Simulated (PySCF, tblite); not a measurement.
**CH₁₅NOSi₅: geometry, infrared bands and NMR shifts, part 1 of 2**

Aim: predict the infrared bands and NMR shifts of CH₁₅NOSi₅ (`N[Si@H](O[SiH2]C[SiH3])[SiH2][SiH3]`).

Programs: tblite 0.8.0 and PySCF 2.14.0, with density-fitted response routines of our own. Each step states its level of theory. These are calculated values for one molecule in the gas phase, unless marked as measured. Atoms are numbered from 0 throughout.

**1. The starting structure**

23 atoms, charge 0, multiplicity 1; geometry from: force field or distance geometry start.

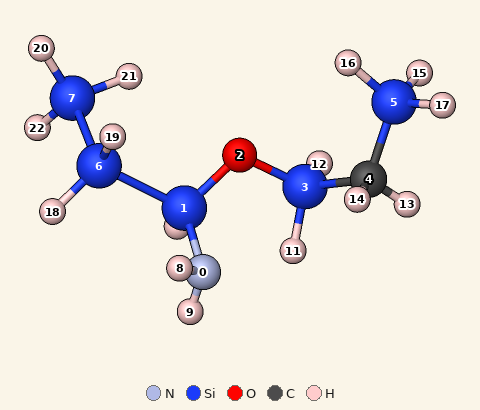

As it starts; nitrogen light blue, silicon blue, oxygen red, carbon dark grey, hydrogen pink, atoms numbered; sticks join atoms by distance.

**2. Optimising the geometry with GFN2-xTB**

What the job is given:

```
{"job": {"kind": "relax", "xc": "GFN2-xTB", "basis": "xTB"}, "charge": 0, "multiplicity": 1}
N      0.707900     1.315000    -2.068200
Si     1.185800     0.115200    -0.852300
O     -0.133800    -0.168900     0.215900
Si    -1.437300    -0.777900    -0.736300
C     -3.034600     0.111900    -0.453700
Si    -3.750600    -0.094800     1.234100
Si     2.888200     0.868800     0.412000
Si     3.633400    -0.890400     1.592900
H      1.072700     2.235000    -1.733600
H      1.113900     1.138800    -2.997900
H      1.596000    -1.115400    -1.545300
H     -1.061900    -0.547800    -2.137600
H     -1.567500    -2.243800    -0.573100
H     -3.779300    -0.308900    -1.179300
H     -2.922000     1.209500    -0.643600
H     -4.157500    -1.479500     1.539500
H     -2.883100     0.403500     2.309900
H     -4.974700     0.728300     1.279500
H      3.947500     1.433600    -0.440400
H      2.340400     1.916900     1.300900
H      4.147100    -0.439900     2.881400
H      2.452900    -1.763700     1.808800
H      4.611700    -1.618400     0.796400
```

Run with:

```bash
OMP_NUM_THREADS=1 python probes_run.py task.json out
```

This one command runs all jobs of the session in turn.

The program printed:

```text
step      E/eV     max force
  0    -693.27270    2.848
  1    -693.51931    1.938
  2    -693.64949    1.056
  3    -693.71019    1.027
  4    -693.81394    0.574
  5    -693.85602    0.632
  6    -693.92236    0.583
  7    -693.96715    0.597
  8    -694.00824    0.432
  9    -694.03737    0.386
 10    -694.06078    0.421
 11    -694.08312    0.401
 12    -694.10415    0.281
 13    -694.11971    0.257
 14    -694.13286    0.279
 15    -694.14872    0.375
 16    -694.16551    0.352
 17    -694.17992    0.236
 18    -694.19147    0.240
 19    -694.20117    0.208
 20    -694.21063    0.215
 21    -694.21995    0.203
 22    -694.22876    0.233
 23    -694.23765    0.207
 24    -694.24583    0.201
 25    -694.25213    0.180
 26    -694.25676    0.167
 27    -694.26027    0.138
 28    -694.26370    0.144
 29    -694.26804    0.193
 30    -694.27319    0.188
 31    -694.27860    0.198
 32    -694.28400    0.218
 33    -694.28956    0.177
 34    -694.29541    0.185
 35    -694.30111    0.168
 36    -694.30580    0.139
 37    -694.30958    0.128
 38    -694.31299    0.145
 39    -694.31653    0.159
 40    -694.32021    0.142
 41    -694.32352    0.117
 42    -694.32624    0.106
 43    -694.32913    0.138
 44    -694.33268    0.162
 45    -694.33624    0.130
 46    -694.33906    0.105
 47    -694.34128    0.105
 48    -694.34330    0.114
 49    -694.34555    0.107
 50    -694.34806    0.113
 51    -694.34989    0.087
 52    -694.35162    0.085
 53    -694.35314    0.081
 54    -694.35449    0.074
 55    -694.35561    0.077
 56    -694.35652    0.068
 57    -694.35731    0.068
 58    -694.35802    0.068
 59    -694.35890    0.074
 60    -694.36005    0.091
 61    -694.36150    0.092
 62    -694.36309    0.092
 63    -694.36453    0.069
 64    -694.36566    0.062
 65    -694.36695    0.083
 66    -694.36880    0.122
 67    -694.37141    0.186
 68    -694.37388    0.173
 69    -694.37755    0.093
 70    -694.38003    0.104
 71    -694.38257    0.120
 72    -694.38470    0.113
 73    -694.38637    0.193
 74    -694.38806    0.100
 75    -694.38989    0.121
 76    -694.39276    0.120
 77    -694.39442    0.100
 78    -694.39651    0.128
 79    -694.39772    0.166
 80    -694.39927    0.129
 81    -694.40065    0.088
 82    -694.40357    0.112
 83    -694.40568    0.176
 84    -694.40893    0.147
 85    -694.41063    0.231
 86    -694.41244    0.077
 87    -694.41324    0.064
 88    -694.41517    0.132
 89    -694.41692    0.108
 90    -694.41962    0.074
 91    -694.42099    0.061
 92    -694.42169    0.071
 93    -694.42234    0.071
 94    -694.42333    0.071
 95    -694.42571    0.089
 96    -694.42678    0.101
 97    -694.42779    0.071
 98    -694.42842    0.062
 99    -694.42918    0.054
100    -694.43007    0.064
101    -694.43133    0.067
102    -694.43268    0.054
103    -694.43259    0.301
104    -694.43429    0.050
105    -694.43483    0.042
106    -694.43541    0.039
107    -694.43588    0.053
108    -694.43650    0.040
109    -694.43725    0.041
110    -694.43790    0.065
111    -694.43841    0.083
112    -694.43886    0.093
113    -694.43927    0.070
114    -694.43970    0.042
115    -694.44011    0.035
116    -694.44050    0.038
117    -694.44088    0.046
118    -694.44134    0.064
119    -694.44193    0.067
120    -694.44272    0.084
121    -694.44351    0.077
122    -694.44425    0.061
123    -694.44487    0.061
124    -694.44575    0.074
125    -694.44690    0.086
126    -694.44829    0.084
127    -694.44970    0.080
128    -694.45129    0.101
129    -694.45312    0.105
130    -694.45568    0.169
131    -694.45888    0.161
132    -694.46485    0.237
133    -694.47016    0.231
134    -694.47869    0.257
135    -694.48044    0.218
136    -694.48889    0.228
137    -694.49277    0.116
138    -694.49598    0.103
139    -694.50048    0.116
140    -694.50265    0.093
141    -694.50535    0.079
142    -694.50692    0.100
143    -694.50730    0.165
144    -694.50840    0.062
145    -694.50926    0.053
146    -694.51030    0.107
147    -694.51130    0.088
148    -694.51226    0.081
149    -694.51297    0.058
150    -694.51348    0.058
151    -694.51384    0.043
152    -694.51411    0.035
153    -694.51436    0.041
154    -694.51466    0.049
155    -694.51519    0.045
156    -694.51585    0.049
157    -694.51647    0.052
158    -694.51688    0.046
159    -694.51715    0.044
160    -694.51739    0.033
161    -694.51767    0.042
162    -694.51799    0.041
163    -694.51840    0.061
164    -694.51892    0.067
165    -694.51951    0.064
166    -694.52007    0.048
167    -694.52052    0.039
168    -694.52091    0.040
169    -694.52130    0.046
170    -694.52173    0.049
171    -694.52225    0.043
172    -694.52288    0.045
173    -694.52355    0.048
174    -694.52410    0.036
175    -694.52448    0.034
176    -694.52477    0.039
177    -694.52507    0.042
178    -694.52543    0.052
179    -694.52586    0.047
180    -694.52636    0.055
181    -694.52693    0.056
182    -694.52765    0.058
183    -694.52851    0.061
184    -694.52948    0.069
185    -694.53020    0.060
186    -694.53102    0.075
187    -694.53182    0.079
188    -694.53336    0.090
189    -694.53442    0.108
190    -694.53581    0.143
191    -694.53707    0.115
192    -694.53800    0.109
193    -694.53906    0.087
194    -694.54071    0.103
195    -694.54318    0.105
196    -694.54479    0.153
197    -694.54705    0.110
198    -694.54850    0.071
199    -694.55077    0.097
200    -694.55262    0.131
201    -694.55658    0.162
202    -694.55932    0.181
203    -694.56134    0.206
204    -694.56398    0.110
205    -694.56647    0.081
206    -694.56870    0.119
207    -694.57054    0.109
208    -694.57190    0.119
209    -694.57328    0.083
210    -694.57441    0.085
211    -694.57517    0.066
212    -694.57614    0.061
213    -694.57727    0.073
214    -694.57808    0.083
215    -694.57876    0.064
216    -694.57925    0.056
217    -694.57967    0.049
218    -694.58011    0.042
219    -694.58065    0.050
220    -694.58111    0.054
221    -694.58161    0.059
222    -694.58218    0.046
223    -694.58276    0.046
224    -694.58320    0.052
225    -694.58348    0.057
226    -694.58369    0.038
227    -694.58389    0.036
228    -694.58410    0.022
229    -694.58425    0.020
230    -694.58438    0.024
231    -694.58452    0.026
232    -694.58465    0.024
233    -694.58472    0.017
234    -694.58477    0.016
235    -694.58482    0.015
236    -694.58492    0.020
237    -694.58498    0.018
238    -694.58507    0.025
239    -694.58515    0.023
240    -694.58524    0.017
241    -694.58532    0.019
242    -694.58537    0.014
243    -694.58540    0.011
244    -694.58543    0.012
245    -694.58547    0.016
246    -694.58552    0.016
247    -694.58557    0.017
248    -694.58563    0.016
249    -694.58568    0.012
250    -694.58573    0.015
251    -694.58577    0.016
252    -694.58581    0.014
253    -694.58585    0.014
254    -694.58589    0.012
255    -694.58592    0.017
256    -694.58597    0.020
257    -694.58603    0.017
258    -694.58609    0.020
259    -694.58616    0.017
260    -694.58624    0.023
261    -694.58634    0.027
262    -694.58646    0.027
263    -694.58659    0.024
264    -694.58671    0.023
265    -694.58684    0.023
266    -694.58699    0.028
267    -694.58713    0.021
268    -694.58725    0.026
269    -694.58735    0.028
270    -694.58748    0.026
271    -694.58766    0.033
272    -694.58788    0.031
273    -694.58806    0.027
274    -694.58817    0.024
275    -694.58825    0.017
276    -694.58831    0.015
277    -694.58836    0.014
278    -694.58841    0.013
279    -694.58844    0.013
280    -694.58847    0.010
281    -694.58849    0.009
```

It took 15 s on 1 thread of Intel Xeon at 2.50GHz, shared host; peak memory 0.19 GiB.

The steps of the relaxation: (not every step is listed)

```
step  energy from step 0 (eV)  largest force (eV/Å)
   0                   0.0000                2.8485
   1                  -0.2466                1.9381
   2                  -0.3768                1.0561
   3                  -0.4375                1.0274
   4                  -0.5412                0.5739
   5                  -0.5833                0.6322
   6                  -0.6497                0.5834
   7                  -0.6944                0.5974
   8                  -0.7355                0.4323
  34                  -1.0227                0.1847
  60                  -1.0874                0.0909
  86                  -1.1397                0.0774
 112                  -1.1662                0.0933
 138                  -1.2233                0.1028
 164                  -1.2462                0.0672
 190                  -1.2631                0.1428
 216                  -1.3066                0.0557
 242                  -1.3127                0.0143
 268                  -1.3146                0.0262
 276                  -1.3156                0.0146
 277                  -1.3157                0.0136
 278                  -1.3157                0.0130
 279                  -1.3157                0.0127
 280                  -1.3158                0.0105
 281                  -1.3158                0.0091
```

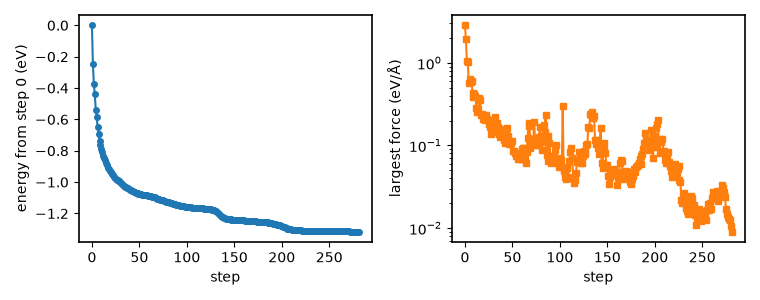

Energy and largest force along the relaxation.

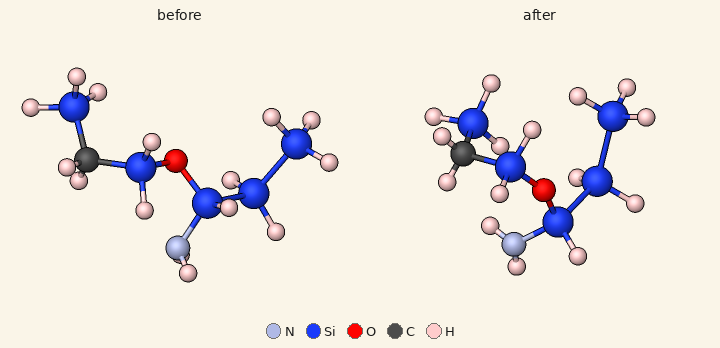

Before and after, at one scale.

Distances of close pairs at the start and the end, largest changes first:

```
   bond  before (Å)  after (Å)  change (Å)
 O2–Si3       1.725      1.613      -0.113
 Si1–O2       1.721      1.633      -0.089
Si6–Si7       2.246      2.316      +0.070
Si1–Si6       2.250      2.310      +0.060
 Si3–C4       1.850      1.899      +0.049
 C4–Si5       1.845      1.894      +0.049
 N0–Si1       1.774      1.731      -0.043
  N0–H8       1.045      1.008      -0.037
```

The final coordinates are the input of the step that follows.

**3. Vibrational analysis with GFN2-xTB**

What the job is given:

```
{"job": {"kind": "ir", "xc": "GFN2-xTB", "basis": "xTB"}, "charge": 0, "multiplicity": 1}
N      0.183080     1.852005    -1.952864
Si     1.214207     0.541542    -1.489198
O      0.255617    -0.755980    -1.237831
Si    -1.163400    -1.519040    -1.168142
C     -2.498442    -0.367044    -0.462029
Si    -2.092467     0.415001     1.214915
Si     2.387072     0.710250     0.494042
Si     2.159778    -1.061308     1.968884
H     -0.643450     2.027493    -1.403058
H      0.605742     2.727337    -2.214935
H      1.946398     0.242871    -2.725574
H     -1.520544    -1.947250    -2.522542
H     -0.901723    -2.651914    -0.279495
H     -3.427063    -0.930652    -0.372855
H     -2.697077     0.424996    -1.186017
H     -1.928524    -0.611163     2.246315
H     -0.870666     1.228822     1.139217
H     -3.197763     1.302063     1.606373
H      3.815824     0.938873     0.188578
H      2.041764     1.975077     1.186477
H      2.581899    -0.758151     3.342683
H      0.776842    -1.538377     2.073363
H      2.968144    -2.218466     1.563772
```

The program printed:

```text
mode    cm-1     km/mol
  1     -31.1      0.00
  2      36.1      0.09
  3      40.3      1.08
  4      48.5      0.06
  5      65.3      0.93
  6      73.7      2.25
  7      85.3      0.95
  8     121.3      1.02
  9     136.2      5.59
 10     145.8      2.40
 11     161.1      7.90
 12     193.6     12.00
 13     221.3     14.84
 14     282.1     29.68
 15     339.2     25.08
 16     389.2     16.27
 17     436.9     10.42
 18     447.0     10.49
 19     473.0     20.37
 20     487.5     13.79
 21     493.0     20.99
 22     514.3     28.20
 23     530.2    349.92
 24     558.1     33.37
 25     564.8      3.37
 26     602.8    178.76
 27     615.5    387.81
 28     647.2     36.20
 29     666.8     38.11
 30     685.2    113.75
 31     703.8     95.25
 32     766.7    370.84
 33     778.7     48.43
 34     782.5    234.77
 35     795.2    354.93
 36     805.2    586.06
 37     810.8     30.70
 38     813.5    332.16
 39     817.4    177.28
 40     827.5     55.93
 41     832.3    139.04
 42     850.1    165.96
 43     881.6    177.83
 44    1017.9      1.57
 45    1069.0    641.95
 46    1136.9    106.03
 47    1459.0      0.10
 48    1522.5     55.56
 49    2075.8    286.21
 50    2111.6    307.00
 51    2176.0    361.04
 52    2200.2    642.95
 53    2204.3    445.06
 54    2210.0    411.60
 55    2211.6    136.99
 56    2223.9    310.65
 57    2232.3    241.30
 58    2253.9    131.46
 59    2263.1    425.10
 60    2962.3     39.17
 61    2983.7     32.35
 62    3469.2      5.29
 63    3511.2      1.03
```

Run time: 6.2 s. Hardware: 1 thread of Intel Xeon at 2.50GHz, shared host; peak memory 0.19 GiB.

Which atoms move in the most intense modes:

```
cm⁻¹  km/mol                                   atoms
 616   387.8  H12 25 %, H11 25 %, H19 13 %, H18 13 %
 767   370.8            H11 24 %, H12 23 %, H16 17 %
 805   586.1                      H17 23 %, H16 15 %
1069   642.0                       O2 77 %, Si3 12 %
2200   643.0                      H16 64 %, H17 23 %
2204   445.1                      H20 74 %, H22 15 %
2210   411.6                      H22 57 %, H16 17 %
2263   425.1                      H15 58 %, H12 33 %
```

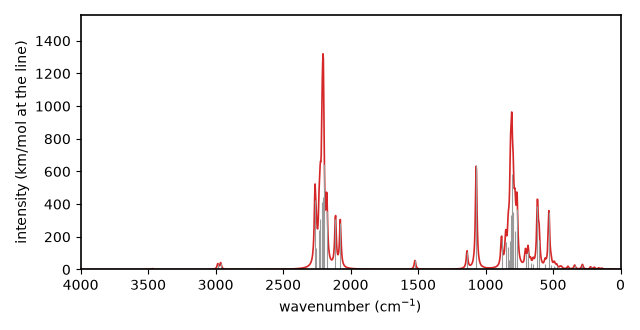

The infrared spectrum from these modes, unscaled. Lines are broadened to a width of 14 cm⁻¹ (Lorentzian).

(Continued in part 2 of 2.)
